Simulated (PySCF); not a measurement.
## Single-point calculation of SnP (part 1 of 2)

System: SnP, multiplicity 2.
Method: ROHF/def2-svp, nevpt2 (PySCF 2.14.0).

Some settings of this run were made unusual or wrong on purpose.

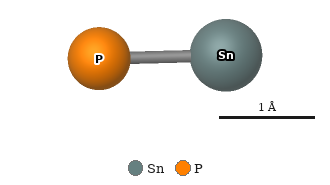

Fig. 1: The input geometry (ball-and-stick view, seen at a tilt). Sticks mark near contacts.

**What the run reported**

```csv
quantity,value
outcome,converged
SCF energy,−552.675542 hartree
dipole moment,0.82 D
hardware,"1 CPU thread, shared host"
wall time,6.7 s
```

**Diagnosis**

Some settings of this run were drawn to be unusual or wrong. It converged; results that depend on the unusual settings are not reference values.

**Input file**
```python
from pyscf import gto, scf, mcscf, mrpt

mol = gto.M(
    atom='Sn 0 0 0; P 0 0 2.536',
    basis='def2-svp',
    ecp={'Sn': 'def2-svp'},
    charge=0,
    spin=1,
    unit='bohr',
    symmetry=True,
    verbose=4,
)
mf = scf.ROHF(mol)
mf = mf.newton()
mf.kernel()
mc = mcscf.CASSCF(mf, 8, 9)
mc.kernel()
mc.analyze()
mrpt.NEVPT(mc).kernel()
mf.dip_moment()
print('orbital energies (hartree):', mf.mo_energy[..., max(0, mol.nelec[1]-3):mol.nelec[0]+3].round(4))
```

Launch command:
```bash
OMP_NUM_THREADS=1 python input.py
```

**Log**
```
PySCF version 2.14.0

[INPUT] verbose = 4
[INPUT] num. atoms = 2
[INPUT] num. electrons = 37
[INPUT] charge = 0
[INPUT] spin (= nelec alpha-beta = 2S) = 1
[INPUT] symmetry True subgroup None
[INPUT] Mole.unit = bohr
[INPUT] Symbol           X                Y                Z      unit          X                Y                Z       unit  Magmom
[INPUT]  1 Sn     0.000000000000   0.000000000000   0.000000000000 AA    0.000000000000   0.000000000000   0.000000000000 Bohr   0.0
[INPUT]  2 P      0.000000000000   0.000000000000   1.341993406893 AA    0.000000000000   0.000000000000   2.536000000000 Bohr   0.0

nuclear repulsion = 130.1261829653
point group symmetry = Coov
symmetry origin: [0.         0.         0.58523077]
symmetry axis x: [1. 0. 0.]
symmetry axis y: [0. 1. 0.]
symmetry axis z: [0. 0. 1.]
num. orbitals of irrep A1 = 18
num. orbitals of irrep E1x = 10
num. orbitals of irrep E1y = 10
num. orbitals of irrep E2x = 3
num. orbitals of irrep E2y = 3
number of shells = 18
number of NR pGTOs = 97
number of NR cGTOs = 44
basis = def2-svp
ecp = {'Sn': 'def2-svp'}
Freeze 0 electrons in irreps []
    37 free electrons in irreps A1 E1x E1y E2x E2y

******** <class 'pyscf.soscf.newton_ah.SecondOrderSymAdaptedROHF'> ********
method = SecondOrderSymAdaptedROHF
initial guess = minao
damping factor = 0
level_shift factor = 0
DIIS = <class 'pyscf.scf.diis.CDIIS'>
diis_start_cycle = 1
diis_space = 8
diis_damp = 0
SCF conv_tol = 1e-09
SCF conv_tol_grad = None
SCF max_cycles = 50
direct_scf = True
direct_scf_tol = 1e-13
num. doubly occ = 18  num. singly occ = 1
******** <class 'pyscf.scf.hf_symm.SymAdaptedROHF'> Newton solver flags ********
SCF tol = 1e-09
conv_tol_grad = None
max. SCF cycles = 50
direct_scf = True
direct_scf_tol = 1e-13
max_cycle_inner = 12
max_stepsize = 0.05
ah_start_tol = 1e+09
ah_level_shift = 0
ah_conv_tol = 1e-12
ah_lindep = 1e-14
ah_start_cycle = 1
ah_max_cycle = 40
ah_grad_trust_region = 2.5
kf_interval = 4
kf_trust_region = 5
canonicalization = True
Set conv_tol_grad to 3.16228e-05
HOMO (A1) = -0.649647566956169  LUMO (E1y) = -0.451076437277827
Initial guess E= -552.082566014883  |g|= 1.62659
macro= 0  E= -552.67358206791  delta_E= -0.591016  |g|= 0.357368  3 KF 11 JK
macro= 1  E= -552.675542127582  delta_E= -0.00196006  |g|= 8.00384e-05  4 KF 15 JK
macro= 2  E= -552.675542128281  delta_E= -6.99742e-10  |g|= 1.5805e-05  1 KF 3 JK
Canonicalize SCF orbitals
macro X = 3  E=-552.675542128281  |g|= 1.5805e-05  total 9 KF 33 JK
converged SCF energy = -552.675542128281

******** <class 'pyscf.mcscf.mc1step_symm.SymAdaptedCASSCF'> ********
CAS (5e+4e, 8o), ncore = 14, nvir = 22
max_cycle_macro = 50
max_cycle_micro = 4
conv_tol = 1e-07
conv_tol_grad = None
orbital rotation max_stepsize = 0.02
orbital rotation threshold for CI restart = 0.01
augmented hessian ah_max_cycle = 30
augmented hessian ah_conv_tol = 1e-12
augmented hessian ah_linear dependence = 1e-14
augmented hessian ah_level shift = 1e-08
augmented hessian ah_start_tol = 2.5
augmented hessian ah_start_cycle = 3
augmented hessian ah_grad_trust_region = 3
kf_trust_region = 3
kf_interval = 4
ci_response_space = 4
ci_grad_trust_region = 3
with_dep4 0
natorb = False
canonicalization = True
sorting_mo_energy = False
ao2mo_level = 2
internal_rotation = False
******** <class 'pyscf.fci.direct_spin1_symm.FCISolver'> ********
max. cycles = 50
conv_tol = 1e-08
davidson only = False
linear dependence = 1e-12
level shift = 0.001
max iter space = 12
nroots = 1
pspace_size = 400
spin = None
CI wfn symmetry = None
Symmetries of active orbitals: A1 A1 E1x E1y A1 E1x E1y A1
Active space CI wfn symmetry = A1
CASCI E = -552.701602385503  S^2 = 0.7500000
Set conv_tol_grad to 0.000316228
macro iter   1 ( 21 JK    4 micro), CASSCF E = -552.724780005959  dE = -2.31776205e-02  S^2 = 0.7500000
               |grad[o]|=0.0319  |grad[c]|=0.0272  |ddm|=0.0302  |maxRot[o]|=0.278
macro iter   2 ( 21 JK    4 micro), CASSCF E = -552.732052828349  dE = -7.27282239e-03  S^2 = 0.7500000
               |grad[o]|=0.0165  |grad[c]|=0.012  |ddm|=0.0105  |maxRot[o]|=0.307
macro iter   3 ( 20 JK    4 micro), CASSCF E = -552.734522056292  dE = -2.46922794e-03  S^2 = 0.7500000
               |grad[o]|=0.00756  |grad[c]|=0.0111  |ddm|=0.00964  |maxRot[o]|=0.291
macro iter   4 ( 12 JK    4 micro), CASSCF E = -552.734677977668  dE = -1.55921375e-04  S^2 = 0.7500000
               |grad[o]|=0.00236  |grad[c]|=0.00219  |ddm|=0.00533  |maxRot[o]|=0.0675
macro iter   5 (  7 JK    2 micro), CASSCF E = -552.734679838146  dE = -1.86047851e-06  S^2 = 0.7500000
               |grad[o]|=0.000397  |grad[c]|=0.000403  |ddm|=0.000601  |maxRot[o]|=0.00359
macro iter   6 (  3 JK    1 micro), CASSCF E = -552.734679971697  dE = -1.33551339e-07  S^2 = 0.7500000
               |grad[o]|=9.48e-05  |grad[c]|=0.00023  |ddm|=0.000117  |maxRot[o]|=0.00078
macro iter   7 (  3 JK    1 micro), CASSCF E = -552.734680015576  dE = -4.38782308e-08  S^2 = 0.7500000
               |grad[o]|=5.48e-05  |grad[c]|=0.000132  |ddm|=6.94e-05  |maxRot[o]|=0.000498
1-step CASSCF converged in   7 macro ( 87 JK  20 micro) steps
CASSCF canonicalization
Density matrix diagonal elements [1.99514652 1.9590867  1.97192986 1.97192986 1.01309405 0.03621809
 0.03621809 0.01637684]
CASSCF energy = -552.734680015576
CASCI E = -552.734680015576  E(CI) = -16.3248927132224  S^2 = 0.7500000
Natural occ [1.99600778 1.95890858 1.97197111 1.97197111 1.01260137 0.03617684
 0.03617684 0.01618637]
Natural orbital (expansion on meta-Lowdin AOs) in CAS space
               #1        #2        #3        #4        #5
0 Sn 4s          0.00958   0.01997   0.00000   0.00000   0.00022
0 Sn 5s         -0.57909  -0.56330  -0.00000  -0.00000  -0.51275
0 Sn 6s         -0.11582  -0.02219  -0.00000  -0.00000   0.15016
0 Sn 7s         -0.04581  -0.03290  -0.00000  -0.00000   0.00280
0 Sn 4px         0.03808   0.01095   0.00000   0.00000  -0.04992
0 Sn 4py         0.00000  -0.00000  -0.08480  -0.00000   0.00000
0 Sn 4pz         0.00000  -0.00000   0.00000   0.08480  -0.00000
0 Sn 5px         0.16518  -0.08331  -0.00000  -0.00000  -0.26487
0 Sn 5py        -0.00000   0.00000   0.02409  -0.00000  -0.00000
0 Sn 5pz         0.00000  -0.00000   0.00000   0.02409  -0.00000
0 Sn 6px         0.04254   0.00382  -0.00000  -0.00000  -0.04340
0 Sn 6py         0.00000   0.00000  -0.34726  -0.00000  -0.00000
0 Sn 6pz         0.00000  -0.00000  -0.00000  -0.34726  -0.00000
0 Sn 7px        -0.08619   0.07269  -0.00000  -0.00000   0.32718
0 Sn 7py         0.00000  -0.00000   0.12084   0.00000  -0.00000
0 Sn 7pz        -0.00000   0.00000   0.00000   0.12084   0.00000
0 Sn 4dxy        0.00000  -0.00000  -0.00000  -0.16850   0.00000
0 Sn 4dyz        0.09125  -0.10667  -0.00000  -0.00000   0.05279
0 Sn 4dz^2      -0.00000   0.00000   0.16850  -0.00000  -0.00000
0 Sn 4dxz        0.00000  -0.00000  -0.00000  -0.00000   0.00000
0 Sn 4dx2-y2     0.00000   0.00000  -0.00000   0.00000  -0.00000
0 Sn 5dxy       -0.00000   0.00000   0.00000  -0.06069   0.00000
0 Sn 5dyz        0.01057  -0.04024   0.00000   0.00000  -0.12953
0 Sn 5dz^2       0.00000  -0.00000   0.06069  -0.00000  -0.00000
0 Sn 5dxz       -0.00000   0.00000   0.00000   0.00000   0.00000
0 Sn 5dx2-y2    -0.00000   0.00000  -0.00000  -0.00000   0.00000
1 P 1s          -0.01753   0.00973  -0.00000  -0.00000  -0.00329
1 P 2s          -0.19330   0.10071   0.00000   0.00000  -0.03230
1 P 3s           0.71047  -0.58383  -0.00000  -0.00000  -0.07945
1 P 4s          -0.05894  -0.08437  -0.00000  -0.00000  -0.10120
1 P 2px          0.00000  -0.00000  -0.01055  -0.00000  -0.00000
1 P 2py         -0.00000   0.00000   0.00000  -0.01055  -0.00000
1 P 2pz          0.01611   0.00762  -0.00000  -0.00000  -0.00723
1 P 3px         -0.00000   0.00000   0.89449  -0.00000  -0.00000
1 P 3py         -0.00000   0.00000  -0.00000   0.89449  -0.00000
1 P 3pz         -0.23357  -0.54416   0.00000  -0.00000   0.70332
1 P 4px          0.00000   0.00000   0.01784  -0.00000  -0.00000
1 P 4py          0.00000  -0.00000  -0.00000   0.01784  -0.00000
1 P 4pz          0.04345   0.03082  -0.00000   0.00000   0.03251
1 P 3dxy        -0.00000   0.00000  -0.00000  -0.00000   0.00000
1 P 3dyz        -0.00000   0.00000   0.00000  -0.15626   0.00000
1 P 3dz^2       -0.00458  -0.00631   0.00000   0.00000   0.00011
1 P 3dxz        -0.00000  -0.00000  -0.15626   0.00000   0.00000
1 P 3dx2-y2     -0.00000   0.00000   0.00000  -0.00000   0.00000
               #6        #7        #8
0 Sn 4s          0.00000  -0.00000  -0.02245
0 Sn 5s         -0.00000   0.00000   0.15790
0 Sn 6s         -0.00000  -0.00000   0.24861
0 Sn 7s         -0.00000  -0.00000  -0.21436
0 Sn 4px         0.00000  -0.00000  -0.11266
0 Sn 4py        -0.11756   0.00000   0.00000
0 Sn 4pz        -0.00000   0.11756  -0.00000
0 Sn 5px        -0.00000   0.00000   0.03551
0 Sn 5py        -0.07462   0.00000   0.00000
0 Sn 5pz        -0.00000  -0.07462   0.00000
0 Sn 6px        -0.00000   0.00000  -0.19392
0 Sn 6py        -0.74620   0.00000   0.00000
0 Sn 6pz         0.00000  -0.74620   0.00000
0 Sn 7px         0.00000   0.00000   0.43754
0 Sn 7py         0.24179   0.00000   0.00000
0 Sn 7pz        -0.00000   0.24179   0.00000
0 Sn 4dxy       -0.00000   0.15878   0.00000
0 Sn 4dyz       -0.00000   0.00000   0.17723
0 Sn 4dz^2      -0.15878   0.00000  -0.00000
0 Sn 4dxz       -0.00000  -0.00000   0.00000
0 Sn 4dx2-y2     0.00000  -0.00000  -0.00000
0 Sn 5dxy       -0.00000  -0.04041  -0.00000
0 Sn 5dyz        0.00000   0.00000  -0.39471
0 Sn 5dz^2       0.04041   0.00000   0.00000
0 Sn 5dxz        0.00000   0.00000  -0.00000
0 Sn 5dx2-y2    -0.00000  -0.00000  -0.00000
1 P 1s          -0.00000  -0.00000  -0.00189
1 P 2s           0.00000  -0.00000  -0.00399
1 P 3s           0.00000   0.00000   0.11424
1 P 4s           0.00000   0.00000  -0.00368
1 P 2px          0.00222  -0.00000   0.00000
1 P 2py         -0.00000   0.00222  -0.00000
1 P 2pz         -0.00000   0.00000  -0.01031
1 P 3px         -0.36905   0.00000  -0.00000
1 P 3py          0.00000  -0.36905   0.00000
1 P 3pz          0.00000  -0.00000  -0.22670
1 P 4px          0.29833   0.00000  -0.00000
1 P 4py          0.00000   0.29833   0.00000
1 P 4pz         -0.00000  -0.00000   0.12225
1 P 3dxy        -0.00000  -0.00000  -0.00000
1 P 3dyz        -0.00000  -0.33657  -0.00000
1 P 3dz^2        0.00000   0.00000  -0.59756
1 P 3dxz        -0.33657  -0.00000  -0.00000
1 P 3dx2-y2      0.00000  -0.00000   0.00000
<mo_coeff-mcscf|mo_coeff-hf>  1      1        0.99999996
<mo_coeff-mcscf|mo_coeff-hf>  2      2        0.99994460
<mo_coeff-mcscf|mo_coeff-hf>  3      3        0.99995916
<mo_coeff-mcscf|mo_coeff-hf>  4      4        0.99993557
<mo_coeff-mcscf|mo_coeff-hf>  5      5        0.99999395
<mo_coeff-mcscf|mo_coeff-hf>  6      6        0.99999395
<mo_coeff-mcscf|mo_coeff-hf>  7      7        0.99988863
<mo_coeff-mcscf|mo_coeff-hf>  8      8        0.99999230
<mo_coeff-mcscf|mo_coeff-hf>  9      9        0.99999230
<mo_coeff-mcscf|mo_coeff-hf>  10     10       0.99707399
<mo_coeff-mcscf|mo_coeff-hf>  11     11       0.99919851
<mo_coeff-mcscf|mo_coeff-hf>  12     12       0.99919851
<mo_coeff-mcscf|mo_coeff-hf>  13     13       0.99999997
<mo_coeff-mcscf|mo_coeff-hf>  14     14       0.99999997
<mo_coeff-mcscf|mo_coeff-hf>  15     15       0.99700766
<mo_coeff-mcscf|mo_coeff-hf>  16     16       0.99976686
<mo_coeff-mcscf|mo_coeff-hf>  17     17       0.99912401
<mo_coeff-mcscf|mo_coeff-hf>  18     18       0.99912401
<mo_coeff-mcscf|mo_coeff-hf>  19     19       0.99960415
<mo_coeff-mcscf|mo_coeff-hf>  20     20       0.83565611
<mo_coeff-mcscf|mo_coeff-hf>  20     24       0.43413975
<mo_coeff-mcscf|mo_coeff-hf>  21     21       0.83565611
<mo_coeff-mcscf|mo_coeff-hf>  21     25       0.43413975
<mo_coeff-mcscf|mo_coeff-hf>  22     23      -0.44619428
<mo_coeff-mcscf|mo_coeff-hf>  22     28       0.67574511
<mo_coeff-mcscf|mo_coeff-hf>  22     39       0.43529717
<mo_coeff-mcscf|mo_coeff-hf>  23     22      -0.96919405
<mo_coeff-mcscf|mo_coeff-hf>  24     20      -0.47820024
<mo_coeff-mcscf|mo_coeff-hf>  24     24       0.87638871
<mo_coeff-mcscf|mo_coeff-hf>  25     21      -0.47820024
<mo_coeff-mcscf|mo_coeff-hf>  25     25       0.87638871
<mo_coeff-mcscf|mo_coeff-hf>  26     26       0.99999512
<mo_coeff-mcscf|mo_coeff-hf>  27     27       0.99999512
<mo_coeff-mcscf|mo_coeff-hf>  28     23       0.84991153
<mo_coeff-mcscf|mo_coeff-hf>  28     28       0.49095162
<mo_coeff-mcscf|mo_coeff-hf>  29     29       0.96699335
<mo_coeff-mcscf|mo_coeff-hf>  30     30       0.99858166
<mo_coeff-mcscf|mo_coeff-hf>  31     31       0.99858166
<mo_coeff-mcscf|mo_coeff-hf>  32     32       0.91711863
<mo_coeff-mcscf|mo_coeff-hf>  33     33       0.94057955
<mo_coeff-mcscf|mo_coeff-hf>  34     34       0.94057955
<mo_coeff-mcscf|mo_coeff-hf>  35     35       0.99999513
```
